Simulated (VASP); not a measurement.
Band structure of TiN (rock salt). All values below come from PBEsol GGA with spin-orbit coupling, VASP's PBE PAW potentials (set 64) (plane waves; VASP).

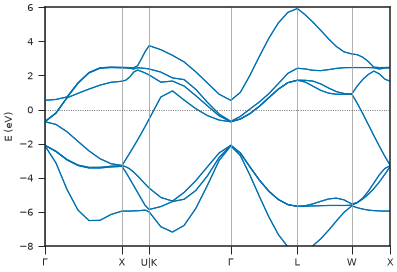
Figure. Bands along high-symmetry lines, zero at the valence-band maximum or, without a gap, the Fermi level

Q: Read the plot: is there a gap, and where are the band edges?

A: It has no gap at this level: it comes out as a metal or semimetal.

The compound is TiN in the rock salt structure. It was relaxed first.
